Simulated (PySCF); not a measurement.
H7NPSi2, charge −1, SMILES `[SiH3]N([SiH3])[PH-]`.

Level of theory: ωB97X/aug-cc-pVDZ (PySCF), at a geometry from GFN2-xTB. No frequency check shows the geometry to be a minimum. GFN2-xTB bond lengths at metals and heavier atoms can be off by up to 0.1 Å and shapes distorted, which carries into these values.

Cartesian coordinates (Å):

```
Si1      1.8210    0.1385   -0.0299
N2       0.1627    0.0390    0.3248
Si3     -1.1569    1.0923   -0.0358
P4      -0.7920   -1.3974   -0.1321
H5       2.2902    1.4250    0.5143
H6       2.5147   -0.9691    0.6403
H7       2.2239    0.1036   -1.4546
H8      -0.6081    2.4809    0.1959
H9      -1.6231    1.1429   -1.4305
H10     -2.2100    0.9472    0.9747
H11     -1.1446   -1.6739    1.1882
```

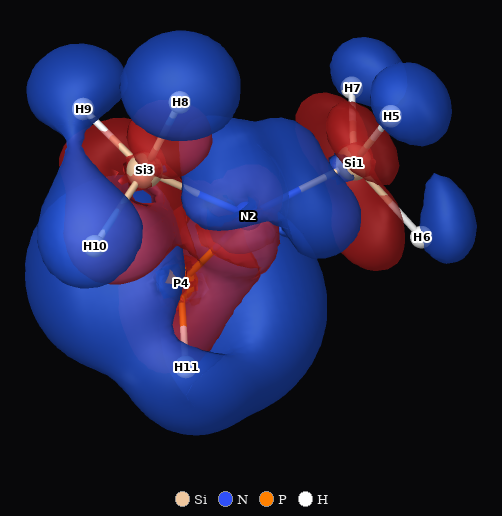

Fukui function f⁻ = ρ(N) − ρ(N−1) at fixed geometry, surfaces at ±0.01 e/Å³ (blue positive, red negative).

**On which atoms does the density change most on removal of an electron?**

f⁻ (Hirshfeld-condensed) is largest on P4 (0.48); the vertical detachment energy is 1.83 eV (the stability of the neutral species's solution wasn't checked). Condensed values hint at sites of electrophilic attack but needn't mark the atom that reacts. Orbital relaxation makes it negative in places (0.26 e in all).

Cost of the run: 100 s on 1 thread of Arm Neoverse V1, on a shared host, peak memory 0.8 GiB.
